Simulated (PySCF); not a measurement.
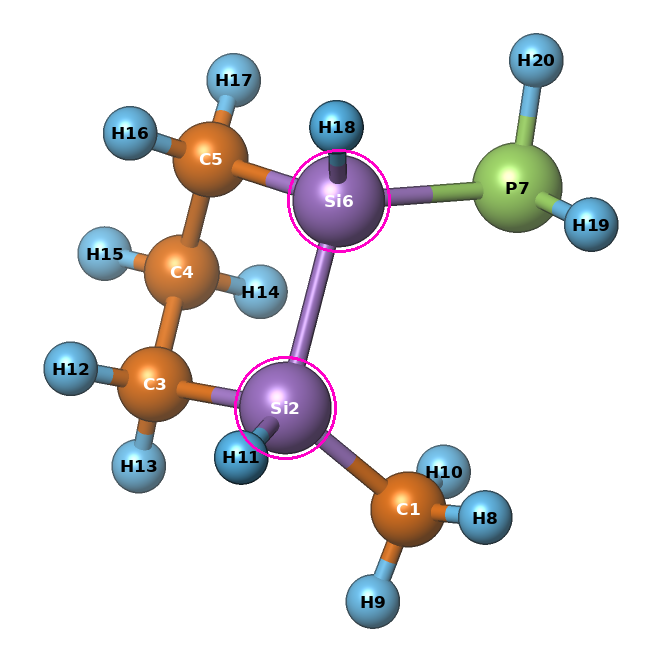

Depth is shown by fading: the farther an atom, the more it takes the colour of the background. Circles mark the stereogenic atoms. The geometry was computed by an optimisation with PBE0-D3(BJ)/def2-SVP. No frequency run is at hand to confirm it as a minimum.

> Give the R/S and E/Z labels.

Si2: R (priorities Si6 > C3 > C1 > H11); Si6: S (priorities P7 > Si2 > C5 > H18).

> Write the isomeric SMILES.

C[Si@@H]1CCC[Si@@H]1P
